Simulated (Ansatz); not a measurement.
# SiTe (charge +1): rigid scan of one bond length from a Python script

How does the energy of SiTe (charge +1) change as one bond is stretched? Wanted for SiTe (charge +1): a rigid scan of one bond length.

Computed with Ansatz 0.2.0 through its Python package. Level of theory: B3LYP+D4/def2-SVP.

## Step 1: The structure

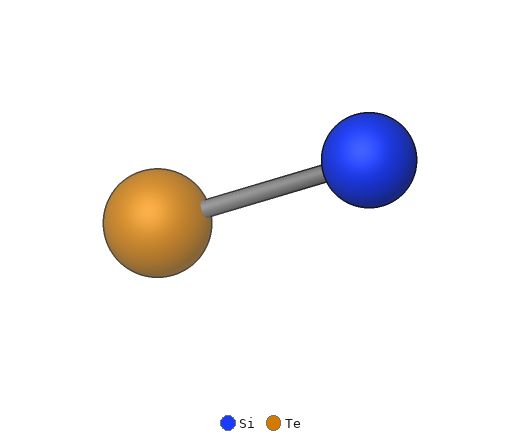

The structure that the script starts from, seen from a chosen angle (silicon blue, tellurium orange).

Input file site.xyz:

```xyz
2

Si    0.00000    0.00000    0.00000
Te    0.00000    0.00000    2.53500
```

## Step 2: The code

Contents of site.py:

```python
"""Potential curve of SiTe(+) along one bond."""

import ansatz as az
from ase.data import atomic_masses, atomic_numbers
import matplotlib.pyplot as plt
import numpy as np


def main() -> None:
    molecule = az.Crystal.molecule_from_extxyz("site.xyz")

    symbols = [site.symbol for site in molecule.cartesian_sites]
    start = np.array([site.position_ang for site in molecule.cartesian_sites])
    axis = (start[1] - start[0]) / np.linalg.norm(start[1] - start[0])
    moving = [1]
    lengths, energies = [2.231, 2.332, 2.434, 2.535, 2.636, 2.738, 2.839, 2.991], []
    for length in lengths:
        xyz = start.copy()
        xyz[moving] += (length - np.linalg.norm(start[1] - start[0])) * axis
        point = az.Crystal.molecule()
        for symbol, place in zip(symbols, xyz):
            point = point.atom(symbol, place.tolist())
        model = (
            point.calculation()
            .basis(gaussian="def2-SVP")
            .functional("b3lyp", dispersion="d4")
            .charge(1)
            .spin("collinear", total=1)
        )
        rep = model.run(threads=1, pin="off").report
        energies.append(rep["free_energy_ev"])
        print(f"r = {length:6.3f} A  E = {energies[-1]:.5f} eV  <S^2> = {abs(rep['mean_field']['state']['spin_squared']):.3f}")

    # quartic fit about the minimum
    fit = np.polynomial.Polynomial.fit(lengths, np.array(energies) - min(energies), 4).convert()
    roots = [r.real for r in fit.deriv().roots() if abs(r.imag) < 1e-9 and fit.deriv(2)(r.real) > 0]
    r_e = min(roots, key=lambda r: abs(r - lengths[int(np.argmin(energies))]))
    print(f"minimum of the fit at {r_e:.4f} A, force constant {fit.deriv(2)(r_e):.2f} eV/A^2")
    m1, m2 = (atomic_masses[atomic_numbers[s]] for s in symbols)
    mu = m1 * m2 / (m1 + m2)
    print(f"harmonic wavenumber {521.4709 * np.sqrt(fit.deriv(2)(r_e) / mu):.0f} 1/cm, rotational constant {16.857629 / (mu * r_e ** 2):.4f} 1/cm")
    plt.figure(figsize=(4.5, 3))
    plt.plot(lengths, np.array(energies) - min(energies), "o-")
    plt.xlabel("bond length (A)")
    plt.ylabel("E - E(min) (eV)")
    plt.tight_layout()
    plt.savefig("scan.png", dpi=100)


if __name__ == "__main__":
    main()
```

## Step 3: The input behind the calls

The engine receives this input (first run):

```yaml
crystal:
  periodic: [false, false, false]
  atoms:
    - { symbol: Si, position_ang: [0.0, 0.0, 0.0] }
    - { symbol: Te, position_ang: [0.0, 0.0, 2.231] }
basis:
  gaussian:
    orbitals: def2-SVP
hamiltonian:
  xc: b3lyp
  dispersion: d4
magnetization:
  spin_polarized: true
  initial_magnetization: 1.0
total_charge: 1.0
```

## Step 4: Running it

Run with:

```bash
$ python site.py
```

Output:

```text
r =  2.231 A  E = -15161.59390 eV  <S^2> = 0.768
r =  2.332 A  E = -15161.87236 eV  <S^2> = 0.753
r =  2.434 A  E = -15161.96236 eV  <S^2> = 0.755
r =  2.535 A  E = -15161.91508 eV  <S^2> = 0.759
r =  2.636 A  E = -15161.77712 eV  <S^2> = 0.767
r =  2.738 A  E = -15161.57998 eV  <S^2> = 0.793
r =  2.839 A  E = -15161.35528 eV  <S^2> = 0.866
r =  2.991 A  E = -15161.01268 eV  <S^2> = 1.066
minimum of the fit at 2.4441 A, force constant 12.79 eV/A^2
harmonic wavenumber 389 1/cm, rotational constant 0.1226 1/cm
```

It took 51 s on 1 thread of Arm Neoverse V1, shared host; peak memory 0.23 GiB.

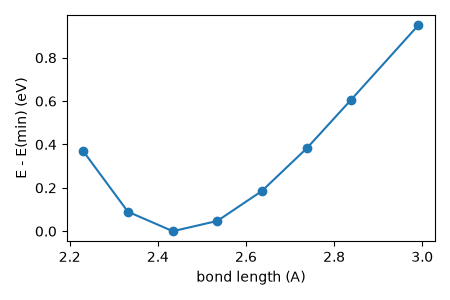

The script's own figure, scan.png.

## Step 5: What changed from run to run

The engine's inputs for some of the other runs:

Run 4, against run 1:

```diff
@@ -5 +5 @@
-    - { symbol: Te, position_ang: [0.0, 0.0, 2.231] }
+    - { symbol: Te, position_ang: [0.0, 0.0, 2.535] }
```

Run 5, against run 1:

```diff
@@ -5 +5 @@
-    - { symbol: Te, position_ang: [0.0, 0.0, 2.231] }
+    - { symbol: Te, position_ang: [0.0, 0.0, 2.636] }
```

Run 8, against run 1:

```diff
@@ -5 +5 @@
-    - { symbol: Te, position_ang: [0.0, 0.0, 2.231] }
+    - { symbol: Te, position_ang: [0.0, 0.0, 2.991] }
```

## Step 6: Run by run

The 8 runs, in the order started:

```tsv
run	distance (Å)	energy from run 3 (eV)	<S²>	SCF cycles	CPU time (s)
1	2.23	0.3685	0.77	88	8.5
2	2.33	0.0900	0.75	83	8.4
3	2.43	0.0000	0.75	76	7.4
4	2.54	0.0473	0.76	73	7.1
5	2.64	0.1852	0.77	45	3.4
6	2.74	0.3824	0.79	50	3.5
7	2.84	0.6071	0.87	55	3.8
8	2.99	0.9497	1.07	99	7.3
```

## Step 7: Results

| quantity | value |
| --- | --- |
| bond length at the fit's minimum | 2.4441 Å |
| runs compared | 8 |
| range of energy | 0.950 eV |
| lowest point, distance (Å) | 2.43 |

In words: The lowest point is at 2.434 Å. At the shortest distance (2.23 Å) the energy is 0.37 eV higher, at the longest (2.99 Å) 0.95 eV. What to keep in mind:
- The basis set is modest, and single-reference methods fail as a bond breaks.
- def2 sets replace the cores of elements past krypton by effective core potentials.
- The species is open-shell (spin multiplicity 2).
- b3lyp holds the VWN-RPA fit, as in Gaussian; the form of ORCA and Turbomole is b3lyp5.
- For an odd-electron ion, approximate functionals spread the charge over both fragments and lower the stretched end too much.
- The spin state was assumed, and another may lie lower.
